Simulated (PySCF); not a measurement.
PO (doublet)

```xyz
2

P     0.0000    0.0000   -0.5023
O     0.0000    0.0000    0.9727
```

Level of theory: PBE0/def2-TZVPP, non-relativistic Hamiltonian with scalar-relativistic core potentials where named, at a bond length of 1.475 Å in PySCF.

### What will maps of the electron density, electron localisation function and spin density show?

P–O (1.47 Å): ρ at the midpoint is about 1.9 e/Å³; the ELF peaks at about 0.85 between the atoms: a short, strongly polar bond.
The unpaired spin (1 electron) lies mostly on P1 (about 0.8) and O2 (about 0.2), in electrons by Hirshfeld's partition.

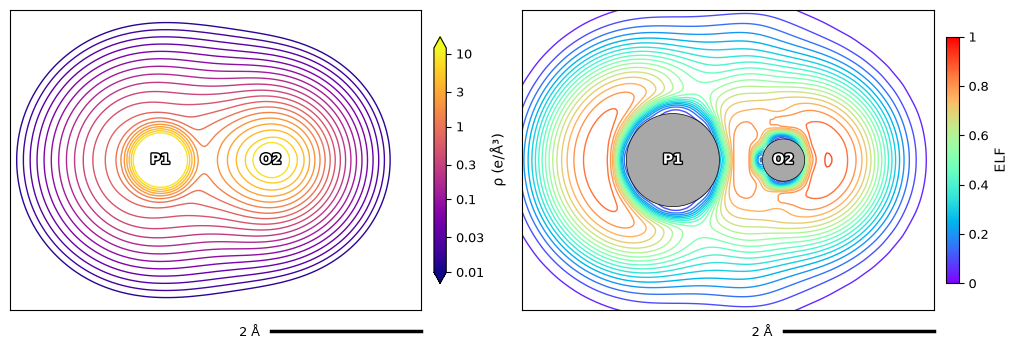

Computed electron density and electron localisation function on a plane that holds the molecular axis, in this order. Grey discs cover the atomic cores in the ELF map. 
